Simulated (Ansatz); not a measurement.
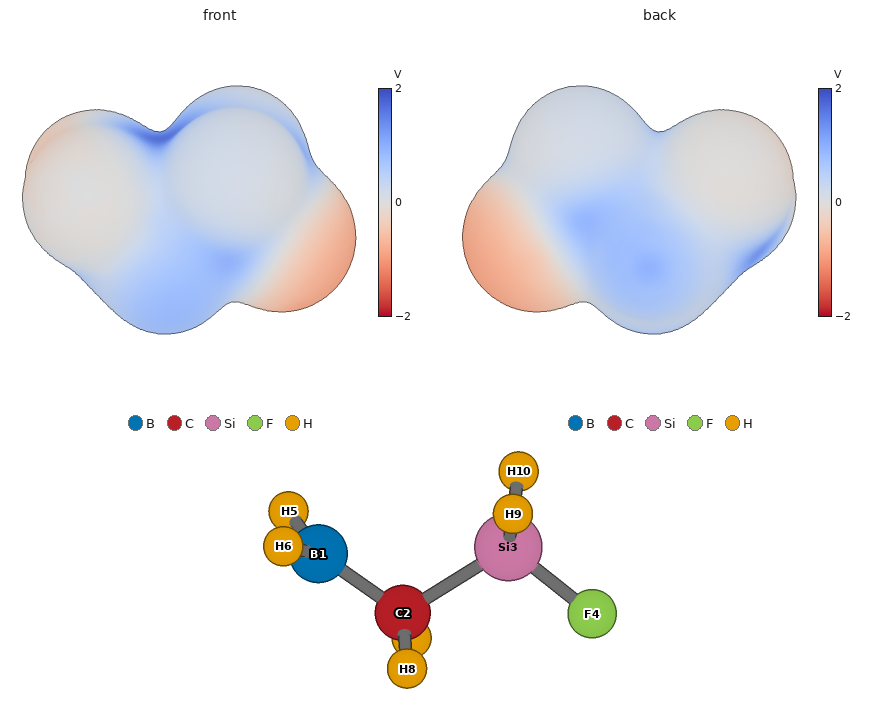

The picture shows: CH6BFSi (SMILES BC[SiH2]F). The molecular electrostatic potential painted on the density surface at 0.001 e/bohr³, seen from the front and from behind; red is negative and blue positive. The bare structure is drawn below in the same view.

Geometry: PBE0-D4/def2-TZVP.

Level of theory: RKS PBE0-D4/def2-TZVPP (Ansatz 0.2.0).

```xyz
10

B    -1.4858    0.5207   -0.0416
C    -0.4084   -0.5225   -0.3787
Si    1.2665   -0.0100    0.2784
F     2.3194   -1.1465   -0.1288
H    -1.6993    1.4391   -0.7797
H    -2.0926    0.4618    0.9889
H    -0.2359   -0.6425   -1.4542
H    -0.5799   -1.4978    0.0906
H     1.2694    0.0866    1.7572
H     1.7297    1.2599   -0.3292
```

Question: Where is the surface potential most negative and most positive?

Answer: The most negative region (about −0.8 V) lies over F4, the most positive (about +1.5 V) over B1 and Si3.
